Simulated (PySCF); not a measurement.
Molecule: SMILES C(=C\[SiH](C)C)/[SiH2]F (C₄H₁₁FSi₂). Atoms near the plane z = 0.6 Å, at the GFN2-xTB optimised geometry (x, y, z in Å): C4 (0.0, -1.7, 1.6), Si5 (0.6, -0.8, 0.0), C6 (-0.1, 1.0, 0.0), H10 (-2.1, -1.5, 1.2), H12 (2.1, -0.8, 0.0), H14 (0.3, 1.5, 0.9), H15 (-1.2, 1.0, 0.0).

Method: PBE0/def2-SVP (PySCF). The values are rescaled to run from 0 to 1.

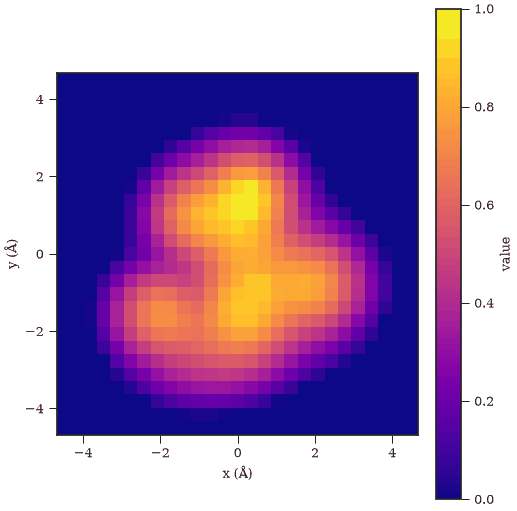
Figure: a field on the plane z = 0.6 Å.

Which quantity is mapped?
A) electron localisation function
B) log10 of the electron density
C) an orbital amplitude
D) Laplacian of the electron density

B, log10 of the electron density. In full: log10 of the electron density (e/bohr³), floored at −4.
